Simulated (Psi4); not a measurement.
# SiH4 (silane): revPBE/cc-pVTZ

What is the energy change on altering one bond length of SiH4 (silane) at revPBE/cc-pVTZ? 

Program for the calculation: Psi4 1.11.

2 further runs of the same task are left out: 2 that didn't finish.

### Step 1. The system as given

SiH4 has 5 atoms, charge 0, and is taken as a singlet. As SMILES, `[SiH4]`. The shape is that of a PBE0-D4/def2-TZVP optimisation.

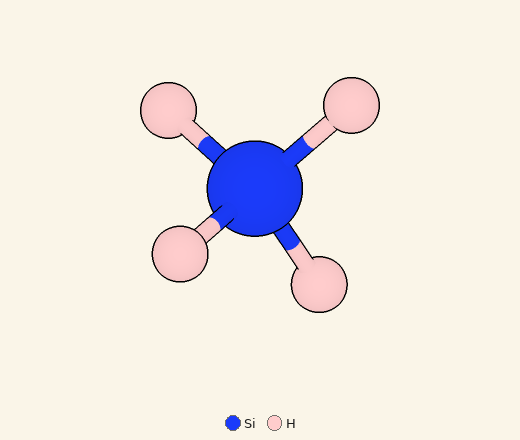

Viewed from a chosen angle; silicon blue, hydrogen pink.

### Step 2. Energy and forces at revPBE/cc-pVTZ

The input, input.in:

```
memory 1600 MB

molecule {
  Si     0.000000     0.000000    -0.000100
  H      0.967600    -0.688400     0.890900
  H     -1.331000     0.044900     0.656000
  H     -0.105100    -0.740300    -1.282600
  H      0.468500     1.383800    -0.264200
  units angstrom
  symmetry c1
  no_reorient
  no_com
}

set reference rks
set puream true
set e_convergence 1e-09
set d_convergence 1e-08
set scf_type pk
set dft_radial_points 99
set dft_spherical_points 590

E, wfn = gradient("revpbe/cc-pVTZ", return_wfn=True)
oeprop(wfn, "WIBERG_LOWDIN_INDICES", "MULLIKEN_CHARGES", "MAYER_INDICES", title="REVPBE")
print_variables()
```

The run is started by

```
$ psi4 input.in input.out -n 1
```

input.out, cut to the lines that bear on the results:

```text
[...]
  Running in c1 symmetry.
[...]
  Nuclear repulsion =   21.270588269772578
[...]
  Multiplicity = 1
[...]
  Nalpha       = 9
  Nbeta        = 9
[...]
    Number of basis functions: 90
[...]
   @RKS iter   1:  -291.76393184848672   -2.78315e-01   3.72221e-03 ADIIS/DIIS
[...]
   @RKS iter   8:  -291.82667154090257   -5.68434e-14   7.25188e-09 DIIS
[...]
    Orbital Energies [Eh]
    ---------------------
    Doubly Occupied:
       1A    -65.435609     2A     -5.057987     3A     -3.462911
       4A     -3.462910     5A     -3.462910     6A     -0.493439
       7A     -0.312362     8A     -0.312344     9A     -0.312329
[...]
  @RKS Final Energy:  -291.82667154090257
   => Energetics <=
    Nuclear Repulsion Energy =             21.2705882697725777
    One-Electron Energy =                -445.6549039432806012
    Two-Electron Energy =                 154.8513729109638177
    DFT Exchange-Correlation Energy =     -22.2937287783584246
    Empirical Dispersion Energy =           0.0000000000000000
    VV10 Nonlocal Energy =                  0.0000000000000000
    Total Energy =                       -291.8266715409025664
[...]
 Multipole Moments:
 ------------------------------------------------------------------------------------
     Multipole            Electronic (a.u.)      Nuclear  (a.u.)        Total (a.u.)
 ------------------------------------------------------------------------------------
 L = 1.  Multiply by 2.5417464519 to convert [e a0] to [Debye]
 Dipole X            :         -0.0000013            0.0000000           -0.0000013
 Dipole Y            :         -0.0000081            0.0000000           -0.0000081
 Dipole Z            :          0.0022711           -0.0024566           -0.0001855
 Magnitude           :                                                    0.0001857
[...]
  -Total Gradient:
     Atom            X                  Y                   Z
    ------   -----------------  -----------------  -----------------
       1       -0.000002948222    -0.000017489989    -0.000030595784
       2       -0.003012906294     0.002141061628    -0.002762123599
       3        0.004138583792    -0.000142734835    -0.002029479865
       4        0.000326807560     0.002303831417     0.003998005974
       5       -0.001449628860    -0.004285359089     0.000824111604
[...]
  Mulliken Charges: (a.u.)
   Center  Symbol    Alpha    Beta     Spin     Total
       1    SI     6.92607  6.92607  0.00000  0.14785
       2     H     0.51848  0.51848  0.00000 -0.03697
       3     H     0.51848  0.51848  0.00000 -0.03697
       4     H     0.51847  0.51847  0.00000 -0.03695
       5     H     0.51849  0.51849  0.00000 -0.03697
   Total alpha =  9.00000, Total beta =  9.00000, Total charge =  0.00000
  Mayer Bond Indices:
[...]
```

Run time: 13 s. Hardware: 1 thread of AMD EPYC 9R45 (Zen 5), shared host; peak memory 0.89 GiB.

### Step 3. The distorted shape

The input, h4si.xyz:

```xyz
5
H4Si
Si    -0.374786    -1.106999     0.211172
H      0.592814    -1.795399     1.102172
H     -1.705786    -1.062099     0.867272
H     -0.479886    -1.847299    -1.071328
H      0.468500     1.383800    -0.264200
```

The input, h4si.py:

```python
import psi4

psi4.set_memory('1600 MB')
psi4.set_num_threads(1)
psi4.core.set_output_file('output.dat', False)

with open('h4si.xyz') as f:
    atoms = ''.join(f.readlines()[2:])
m = psi4.geometry('0 1\n' + atoms + 'symmetry c1\nno_reorient\nno_com')

psi4.set_options({
    'basis': 'cc-pVTZ',
    'puream': True,
    'e_convergence': 1e-09,
    'd_convergence': 1e-08,
    'scf_type': 'pk',
    'dft_radial_points': 99,
    'dft_spherical_points': 590,
})

e, wfn = psi4.gradient("revpbe", return_wfn=True)
psi4.oeprop(wfn, "MAYER_INDICES", "DIPOLE", "MULLIKEN_CHARGES")
print('gradient / Eh bohr^-1')
print(e.np.round(6))
print(f'energy = {wfn.energy():.10f} Eh')
for k, v in sorted(psi4.core.scalar_variables().items()):
    print(f'{k:45s} {v:18.10f}')
```

The run is started by

```
$ python h4si.py
```

output.dat, cut to the lines that bear on the results:

```text
[...]
  Running in c1 symmetry.
[...]
  Nuclear repulsion =   18.856460804808737
[...]
  Multiplicity = 1
[...]
  Nalpha       = 9
  Nbeta        = 9
[...]
    Number of basis functions: 90
[...]
   @RKS iter   1:  -291.62138525557202   -2.76831e-01   4.07071e-03 ADIIS/DIIS
[...]
   @RKS iter  11:  -291.71626450980875   -1.17041e-10   5.68651e-09 DIIS
[...]
    Orbital Energies [Eh]
    ---------------------
    Doubly Occupied:
       1A    -65.486511     2A     -5.102701     3A     -3.510976
       4A     -3.506480     5A     -3.506479     6A     -0.499039
       7A     -0.332772     8A     -0.332742     9A     -0.234065
[...]
  @RKS Final Energy:  -291.71626450980875
   => Energetics <=
    Nuclear Repulsion Energy =             18.8564608048087372
    One-Electron Energy =                -440.3079917650114226
    Two-Electron Energy =                 151.8826223031014706
    DFT Exchange-Correlation Energy =     -22.1473558527075909
    Empirical Dispersion Energy =           0.0000000000000000
    VV10 Nonlocal Energy =                  0.0000000000000000
    Total Energy =                       -291.7162645098087523
[...]
  -Total Gradient:
     Atom            X                  Y                   Z
    ------   -----------------  -----------------  -----------------
       1       -0.011358733659    -0.033560467456     0.006373050950
       2       -0.005079255139    -0.001999917842    -0.002391366889
       3        0.003344550592    -0.004688590412    -0.001528981882
       4       -0.001145043487    -0.001805618230     0.005571353891
       5        0.014238286983     0.042054540186    -0.008024312230
[...]
 Multipole Moments:
 ------------------------------------------------------------------------------------
     Multipole            Electronic (a.u.)      Nuclear  (a.u.)        Total (a.u.)
 ------------------------------------------------------------------------------------
 L = 1.  Multiply by 2.5417464519 to convert [e a0] to [Debye]
 Dipole X            :         11.8331983          -12.0401292           -0.2069309
 Dipole Y            :         34.9514909          -35.5627238           -0.6112329
 Dipole Z            :         -6.6682094            6.7847291            0.1165197
 Magnitude           :                                                    0.6557461
[...]
```

The script printed:

```text
gradient / Eh bohr^-1
[[-0.011359 -0.03356   0.006373]
 [-0.005079 -0.002    -0.002391]
 [ 0.003345 -0.004689 -0.001529]
 [-0.001145 -0.001806  0.005571]
 [ 0.014238  0.042055 -0.008024]]
energy = -291.7162645098 Eh
CURRENT ENERGY                                   -291.7162645098
CURRENT REFERENCE ENERGY                         -291.7162645098
DD SOLVATION ENERGY                                 0.0000000000
DFT FUNCTIONAL TOTAL ENERGY                      -291.7162645098
DFT TOTAL ENERGY                                 -291.7162645098
DFT VV10 ENERGY                                     0.0000000000
DFT XC ENERGY                                     -22.1473558527
GRID ELECTRONS ALPHA                                9.0000000178
GRID ELECTRONS BETA                                 9.0000000178
GRID ELECTRONS TOTAL                               18.0000000356
NUCLEAR REPULSION ENERGY                           18.8564608048
ONE-ELECTRON ENERGY                              -440.3079917650
PCM POLARIZATION ENERGY                             0.0000000000
PE ENERGY                                           0.0000000000
SCF ITERATION ENERGY                             -291.7162645098
SCF ITERATIONS                                     11.0000000000
SCF TOTAL ENERGY                                 -291.7162645098
TWO-ELECTRON ENERGY                               151.8826223031
XC GRID RADIAL POINTS                              99.0000000000
XC GRID SPHERICAL POINTS                          590.0000000000
XC GRID TOTAL POINTS                           281154.0000000000
```

Wall time 14 s (1 thread of AMD EPYC 9R45 (Zen 5), shared host); peak memory 1.2 GiB.

### Step 4. Results

At revPBE/cc-pVTZ:

| quantity | value |
| --- | --- |
| first shape: total energy | -291.82667 Eh |
| first shape: dipole moment | 0.00 D |
| first shape: HOMO energy | -8.50 eV |
| first shape: LUMO energy | 0.39 eV |
| first shape: HOMO–LUMO gap | 8.89 eV |
| first shape: largest force on an atom | 0.238 eV/Å |
| distorted shape: total energy | -291.71626 Eh |
| distorted shape: dipole moment | 1.67 D |
| distorted shape: HOMO energy | -6.37 eV |
| distorted shape: LUMO energy | -3.60 eV |
| distorted shape: HOMO–LUMO gap | 2.77 eV |
| distorted shape: largest force on an atom | 2.320 eV/Å |
| energy change with the Si1–H5 bond stretched from 1.485 to 2.672 Å | 3.004 eV |

What this shows: One bond (distorted shape) is far stretched, which a spin-restricted single reference describes badly; a broken-symmetry solution may lie lower. With the Si1–H5 bond stretched from 1.485 to 2.672 Å the energy rises by 3.00 eV (69 kcal/mol). The first shape isn't relaxed at this level, so the change isn't measured from a minimum. A restricted reference can't describe the breaking bond well at this length. Mulliken charges (distorted shape) run from -0.12 on H5 to +0.17 on Si1; they depend strongly on the basis.
